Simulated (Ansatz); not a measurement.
**UB2PLYP/6-31G(d) (spherical functions) run of SiNHF3 (SMILES [NH][Si](F)(F)F)**

Aim: the energy change on altering one bond length of SiNHF3 at UB2PLYP/6-31G* (spherical functions), from 2 runs. 

The calculation is run with Ansatz 0.2.0.

86 further runs of the same task are left out: 2 that didn't finish, 84 set aside as unsound or not needed. Runs told in other sessions of the task aren't counted.

## Step 1: The structure to begin with

SiNHF3: 6 atoms, total charge 0, spin state doublet. SMILES: `[NH][Si](F)(F)F`. Geometry: relaxed at PBE0-D4/def2-TZVP.

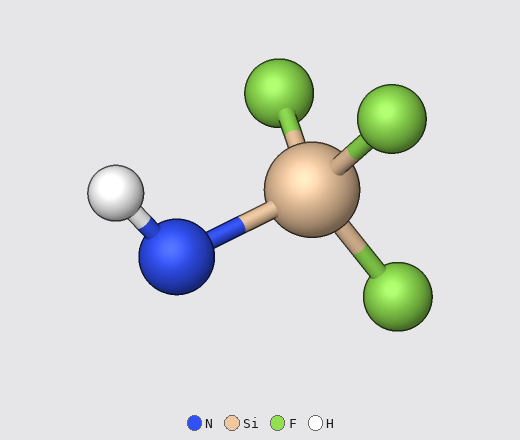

Viewed from a chosen angle; nitrogen blue, silicon light orange, fluorine green, hydrogen white.

## Step 2: A single-point energy at UB2PLYP/6-31G(d) (spherical functions)

run.yaml reads:

```yaml
basis:
  gaussian: {orbitals: 6-31G_st_-spherical.json}
crystal:
  periodic: [false, false, false]
  atoms:
    - {symbol: N, position_ang: [-0.974500, 0.604600, 0.713900]}
    - {symbol: Si, position_ang: [0.193600, -0.089600, -0.346100]}
    - {symbol: F, position_ang: [-0.087100, 0.387600, -1.812600]}
    - {symbol: F, position_ang: [0.123100, -1.661400, -0.330200]}
    - {symbol: F, position_ang: [1.652300, 0.359600, 0.035600]}
    - {symbol: H, position_ang: [-0.865300, 0.335400, 1.693200]}
magnetization: {spin_polarized: true, initial_magnetization: 1}
hamiltonian: {xc: {name: B2PLYP}}
correlation: {frozen_orbitals: {F: 1, H: 0, "N": 1, Si: 5}}
accuracy: high
output: {orbitals: {seedname: orbitals}}
```

The basis set 6-31G* is read from a file made from the Basis Set Exchange's data (not shown).

Started as:

```sh
$ ansatz run run.yaml --threads 1 --pin off --max-ram 3480MiB --events-out events.jsonl --progress --plain --runs-dir runs
```

Log:

```text
Warning: RAYON_NUM_THREADS=1 ignored (pool sized by the plan → 1); use --threads N
Functional definition: B2PLYP
  name "B2PLYP"
  parameter a = 0.53
  parameter c = 0.27
  exchange = (1 - a)*b88_x + a*exact_x
  correlation = (1 - c)*lyp_c + c*(mp2_os + mp2_ss)
1642 factors; integrals over basis functions are off by at most 3.9e-9 eV
mean field evaluation 1: about -17516.7116 eV, gradient 3.3e1 eV
mean field evaluation 2: about -17516.7590 eV, gradient 3.3e1 eV
mean field evaluation 4: about -17520.1492 eV, gradient 1.8e0 eV
mean field evaluation 8: about -17520.1665 eV, gradient 5.6e-2 eV
mean field evaluation 16: about -17520.1666 eV, gradient 8.8e-4 eV
mean field evaluation 32: about -17520.0632 eV, gradient 2.1e0 eV
mean field -17520.16657117 eV, -643.8542458950 hartree, gradient 8.9e-8 eV, S^2 0.753782; 2 other end points of the search recorded, 0 dependent functions left out
9 core orbitals not correlated: weight in the atoms' cores, before any rotation towards them, 1.000 or more for the frozen orbitals, at most 0.000 for the correlated occupied ones
reference -17520.16659395 eV, -643.8542467322 hartree; 16, 15 occupied and 51, 52 virtual orbitals, 1642 factors
second order -23.50295553 eV of doubles, -0.00000000 eV of singles
Total energy: -17526.51239194 eV, -644.0874505070 hartree
```

Wall time 15 s (1 thread of Arm Neoverse V1, shared host); peak memory 0.34 GiB.

## Step 3: The distorted shape at the same level

job.yaml reads:

```yaml
crystal:
  periodic: [false, false, false]
  atoms:
    - symbol: "N"
      position_ang: [-0.749948, 0.222854, 1.887058]
    - symbol: Si
      position_ang: [0.418152, -0.471346, 0.827058]
    - symbol: F
      position_ang: [-0.087100, 0.387600, -1.812600]
    - symbol: F
      position_ang: [0.347652, -2.043146, 0.842958]
    - symbol: F
      position_ang: [1.876852, -0.022146, 1.208758]
    - symbol: H
      position_ang: [-0.640748, -0.046346, 2.866358]
basis:
  gaussian:
    orbitals: 6-31G_st_-spherical.json
magnetization:
  spin_polarized: true
  initial_magnetization: 1
output: {orbitals: {seedname: orbitals}}
accuracy: high
correlation:
  frozen_orbitals: {F: 1, H: 0, "N": 1, Si: 5}
hamiltonian:
  xc: {name: B2PLYP}
```

The basis set 6-31G* is read from a file made from the Basis Set Exchange's data (not shown).

Started as:

```sh
$ ansatz run job.yaml --threads 1 --pin off --max-ram 3480MiB --events-out events.jsonl --progress --plain --runs-dir runs
```

Log, shortened:

```text
Warning: RAYON_NUM_THREADS=1 ignored (pool sized by the plan → 1); use --threads N
[... 2 set-up lines as earlier in the session ...]
[...]
1570 factors; integrals over basis functions are off by at most 8.4e-9 eV
[...]
mean field -17514.41693467 eV, -643.6429506509 hartree, gradient 2.8e-8 eV, S^2 1.374070; 10 other end points of the search recorded, 0 dependent functions left out
9 core orbitals not correlated: weight in the atoms' cores, before any rotation towards them, 1.000 or more for the frozen orbitals, at most 0.000 for the correlated occupied ones
reference -17514.41695736 eV, -643.6429514848 hartree; 16, 15 occupied and 51, 52 virtual orbitals, 1570 factors
second order -22.76848731 eV of doubles, -0.00000000 eV of singles
Total energy: -17520.56444894 eV, -643.8688676333 hartree
```

Run time: 71 s. Hardware: 1 thread of Arm Neoverse V1, shared host; peak memory 0.45 GiB.

## Step 4: What came out

Level: UB2PLYP/6-31G* (spherical functions), 9 core orbitals frozen.

| quantity | value |
| --- | --- |
| first shape: total energy | -644.08745 Eh |
| first shape: HOMO energy (SCF part's orbitals) (highest over α and β) | -10.42 eV |
| first shape: LUMO energy (SCF part's orbitals) (lowest over α and β) | -2.17 eV |
| first shape: ⟨S²⟩ | 0.754 |
| distorted shape: total energy | -643.86887 Eh |
| distorted shape: HOMO energy (SCF part's orbitals) (highest over α and β) | -8.79 eV |
| distorted shape: LUMO energy (SCF part's orbitals) (lowest over α and β) | -2.60 eV |
| distorted shape: ⟨S²⟩ | 1.374 |
| energy change with the Si2–F3 bond stretched from 1.568 to 2.821 Å | 5.948 eV |

**Reading.** With the Si2–F3 bond stretched from 1.568 to 2.821 Å the energy rises by 5.95 eV (137 kcal/mol). The first shape isn't relaxed at this level, so the change isn't measured from a minimum. ⟨S²⟩ (distorted shape) is 1.37 where a pure doublet has 0.75: the reference is spin-contaminated.
